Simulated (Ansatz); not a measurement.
# Ag wire along [111], 19 atoms a period: bands along the axis, part 2 of 2

Aim: is the Ag wire along [111], 19 atoms a period a metal or a semiconductor?

Ansatz 0.2.0; DFT PBE, plane waves, PAW; relaxation of a wire's period; PAW set soft_1 (the session's first sound run).

So far: The starting structure; The relaxed wire.

## 2. The relaxed wire (continued)

Step by step:

```tsv
step	energy less that of the first step (eV)	largest force component (eV/Å)	pressure (GPa)	volume (Å³)
1	0.0000	0.5784	-1.26	1236.39
2	-0.5415	0.1921	0.30	1195.62
3	-0.5909	0.0287	-0.09	1195.67
4*	-0.5847	0.0290	-0.09	1195.67
```

Relaxation steps marked * repeat the geometry before them on a plane-wave basis chosen anew for their cell, so energy and pressure can jump there.

Forces are held to the 4 operations that the run works with; a distortion that breaks them can't arise in this run.

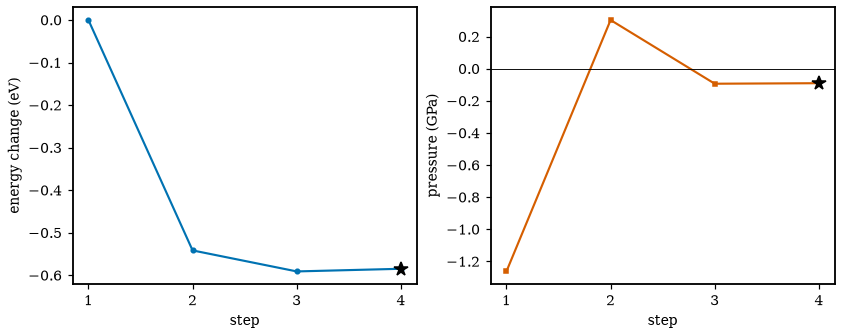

Energy and pressure along the relaxation. Stars mark steps on a basis chosen anew.

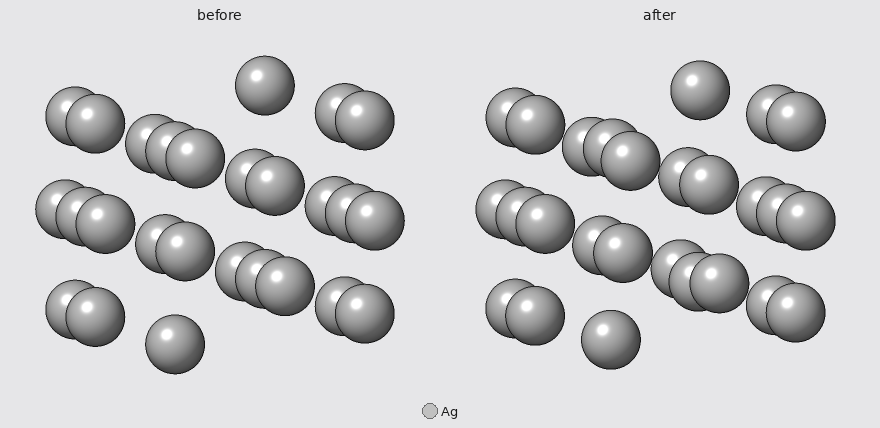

Before and after, at one scale.

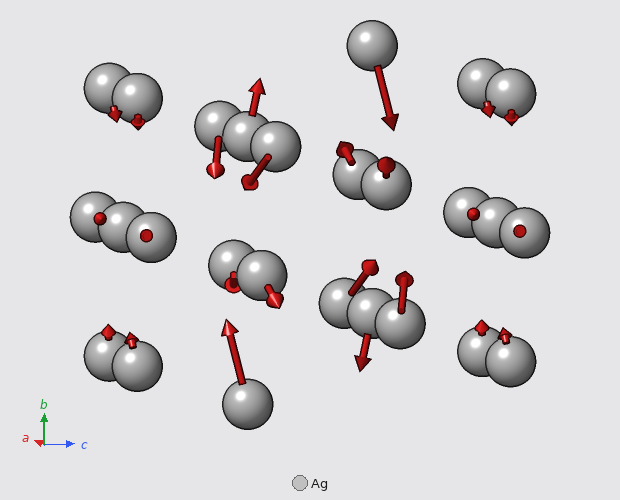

Displacements in the relaxation, exaggerated, measured against the changing cell; the longest in the cell stands for 0.13 Å. Some periodic images of atoms are drawn too.

```tsv
cell as run	before	after	change
c (Å)	7.188	6.951	-3.3 %
```

The atoms that moved most (Å, along periodic axes as changes of fractional coordinates times the final cell, across vacuum about the mean position):

```tsv
atom	dx	dy	dz	length
Ag16	-0.104	0.069	0.027	0.128
Ag10	-0.104	-0.069	-0.027	0.128
Ag11	0.104	0.069	0.027	0.128
Ag5	0.104	-0.069	-0.027	0.128
Ag8	0.000	0.124	-0.032	0.128
Ag14	0.000	-0.124	0.032	0.128
Ag7	0.000	0.073	0.016	0.074
Ag13	0.000	-0.073	-0.016	0.074
```

Final coordinates:

```cif
data_structure
_symmetry_space_group_name_H-M 'P 1'
_symmetry_Int_Tables_number 1
_cell_length_a 12.6690
_cell_length_b 13.5770
_cell_length_c 6.9513
_cell_angle_alpha 90.000
_cell_angle_beta 90.000
_cell_angle_gamma 90.000
_cell_volume 1195.67
loop_
_atom_site_label
_atom_site_type_symbol
_atom_site_fract_x
_atom_site_fract_y
_atom_site_fract_z
_atom_site_occupancy
Ag1 Ag 0.27041 0.50000 0.00000 1
Ag2 Ag 0.38544 0.68503 0.00056 1
Ag3 Ag 0.50000 0.50000 0.00000 1
Ag4 Ag 0.61456 0.68503 0.00056 1
Ag5 Ag 0.27660 0.61970 0.32949 1
Ag6 Ag 0.37927 0.43488 0.33493 1
Ag7 Ag 0.50000 0.63014 0.33558 1
Ag8 Ag 0.50000 0.25953 0.32877 1
Ag9 Ag 0.62073 0.43488 0.33493 1
Ag10 Ag 0.72340 0.61970 0.32949 1
Ag11 Ag 0.27660 0.38030 0.67051 1
Ag12 Ag 0.37927 0.56512 0.66507 1
Ag13 Ag 0.50000 0.36986 0.66442 1
Ag14 Ag 0.50000 0.74047 0.67123 1
Ag15 Ag 0.62073 0.56512 0.66507 1
Ag16 Ag 0.72340 0.38030 0.67051 1
Ag17 Ag 0.38544 0.31497 0.99944 1
Ag18 Ag 0.61456 0.31497 0.99944 1
Ag19 Ag 0.72959 0.50000 0.00000 1
```

Numbers from this step:

| Item | Value |
| --- | --- |
| energy at zero smearing | -144211.5623 eV |
| cell length along the wire | 6.951 Å |

The cell's length comes to 6.951 Å with spin left out.

## 3. Bands of the perfect wire

This step: DFT PBE, plane waves, PAW; bands of a perfect wire; PAW set soft_1 (Ansatz 0.2.0).

At the relaxed period the bands are computed along the axis; those that cross an energy going forward count the channels that a perfect wire would open there.

input.yaml reads:

```yaml
crystal:
  lattice:
    - [12.669, 0.0, 0.0]
    - [0.0, 13.577, 0.0]
    - [0.0, 0.0, 6.951311484]
  atoms:
    - { symbol: Ag, position: [0.270411715, 0.5, 0.0] }
    - { symbol: Ag, position: [0.385438206, 0.685031437, 0.000564447] }
    - { symbol: Ag, position: [0.5, 0.5, 0.0] }
    - { symbol: Ag, position: [0.614561794, 0.685031437, 0.000564447] }
    - { symbol: Ag, position: [0.27659936, 0.619704065, 0.329493199] }
    - { symbol: Ag, position: [0.379269603, 0.434880616, 0.334928564] }
    - { symbol: Ag, position: [0.5, 0.630135557, 0.335582172] }
    - { symbol: Ag, position: [0.5, 0.259526169, 0.328766397] }
    - { symbol: Ag, position: [0.620730397, 0.434880616, 0.334928564] }
    - { symbol: Ag, position: [0.72340064, 0.619704065, 0.329493199] }
    - { symbol: Ag, position: [0.27659936, 0.380295935, 0.670506801] }
    - { symbol: Ag, position: [0.379269603, 0.565119384, 0.665071436] }
    - { symbol: Ag, position: [0.5, 0.369864443, 0.664417828] }
    - { symbol: Ag, position: [0.5, 0.740473831, 0.671233603] }
    - { symbol: Ag, position: [0.620730397, 0.565119384, 0.665071436] }
    - { symbol: Ag, position: [0.72340064, 0.380295935, 0.670506801] }
    - { symbol: Ag, position: [0.385438206, 0.314968563, 0.999435553] }
    - { symbol: Ag, position: [0.614561794, 0.314968563, 0.999435553] }
    - { symbol: Ag, position: [0.729588285, 0.5, 0.0] }
kpoints:
  mp_grid: { grid: [1, 1, 12] }
  band_path: { path: ["Γ", Z], npoints: 90 }
scf:
  occupations: { method: fermi_dirac, width: 0.05 }
hamiltonian:
  xc: pbe
  pseudopotentials: { kind: paw, azcp: { folder: soft_1 } }
output:
  dos: { e_range: [-5, 4] }
  write_potential: true
  write_density: true
  volumetric_format: npy
```

The run is started by

```sh
$ ansatz run input.yaml --threads 4 --pin off --max-ram 16384MiB --backend cpu --events-out ev --progress --plain --runs-dir out
```

Numbers of over 12 decimals in the logs are rounded to 6 here.

The program printed:

```text
[...]
Crystal: 19 atoms, lattice volume = 1195.674 Å³
Basis set: ecut = 420 eV, 23373 PW (Γ)
Bands: 217, of which v1, the nominal top of the filled ones, is band 181 counted from 1 (180 counted from 0)
Symmetry: 4 space group operations
[...]
k-points: 7 of 12
[...]
SCF iter   1: F=—  HF=-144214.755945 eV  |F-HF|=—  |Δ(HF+E_count)|=         —  Δρ=2.71e-2  dr2=1.19e1  ethr=3.10e-3  ⟨swp⟩=6.4  Hψ=5970  notcnv=0  defer=64
[...]
SCF iter  10: F=-144211.583890 eV  HF=-144211.583890 eV  |F-HF|=4.02e-9  |Δ(HF+E_count)|=   4.06e-8  Δρ=1.88e-6  dr2=3.46e-8  ethr=2.77e-11  ⟨swp⟩=13.7  Hψ=7142  notcnv=0
SCF 1 converged in 10 iterations: F = -144211.583890 eV  dr2 = 3.46e-8
[...]
NSCF: frozen V_eff on 91 k-points
WARN: The output density's exchange-correlation potential varies sharply where the density is thin. Do not read a vacuum level from v_tot or v_xc, or from such a field of the output density. On a cell that repeats whose density bears no net charge and no dipole along the vacuum's axis use v_es (v_loc + v_h of the components); under efield.dipole_correction with no amplitude use v_es + v_field, which holds any externa [...]
SCF converged after 10 iterations
Free energy (F): -144211.583890 eV
[...]
Internal energy: -144211.541518 eV  (E = F + TS)
E sigma→0 (E₀):  -144211.562704 eV
Entropy (-TS):   -0.042372 eV (-2.230 meV/atom)
Fermi energy:    1.570902 eV
[...]
--- Band table (eV; the first three rows and the last of 7) ---
  k-point 0: bands = [... 177 lower, 0.2937, 1.0622, 1.8036, 1.8037, 2.0823, 2.0878, 2.3140, 2.7095, ... 32 higher]
  k-point 1: bands = [... 177 lower, 0.7155, 1.0917, 1.4020, 1.4053, 2.3269, 2.5307, 2.5349, 2.7325, ... 32 higher]
  k-point 2: bands = [... 177 lower, 0.9906, 1.0000, 1.0838, 1.3622, 2.3648, 2.6896, 2.7187, 2.8045, ... 32 higher]
  k-point 6: bands = [... 177 lower, 1.1126, 1.1410, 1.2897, 1.3154, 1.7303, 1.7840, 2.8315, 3.3982, ... 32 higher]
```

Elapsed: 5.4 min, on 4 threads of Arm Neoverse V1, shared host; peak memory 11 GiB.

Numbers from this step:

| Quantity | Value |
| --- | --- |
| energy at zero smearing | -144211.5627 eV |
| band gap | 0 eV |

The electronic bands at the labelled points (eV, zero at the Fermi level; # counts the bands kept):

```tsv
point	#57	#58	#59	#60	#61	#62	#63	#64
Γ	-1.30	-1.28	-0.51	0.23	0.23	0.51	0.52	0.74
Z	-2.34	-0.46	-0.43	-0.28	-0.26	0.16	0.21	1.26
```

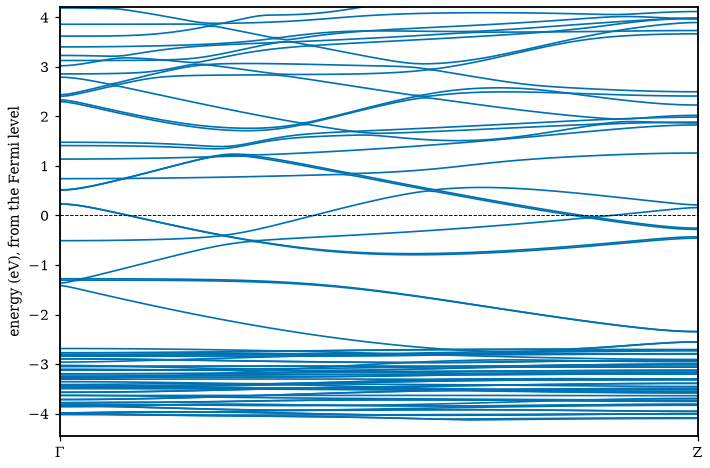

Electronic bands along the path.

Between Γ and Z the bands cross the Fermi level 6 times, so a perfect wire would conduct at least 6 G₀, with spin left out.

## 4. Summary of results

| Property | Result |
| --- | --- |
| cell length, PBE | 6.951 Å |
| ballistic conductance by band crossings, a lower bound, PBE | 6 G₀ |

Under PBE the cell's length is 6.95 Å, and the bands cross the Fermi level 6 times between Γ and Z, which gives a perfect wire at least 6 G₀ (opposite crossings within one step of the path cancel in such a count).

[Logs are printed without paths, hosts, clocks, repeated set-up lines and the standing remarks that a program may print on its own settings, such as how far it seeks lower states.]

[Hosts, paths, dates, database ids (printed as entryN), source tags and the programs' standing remarks are cut or masked in the printed files.]
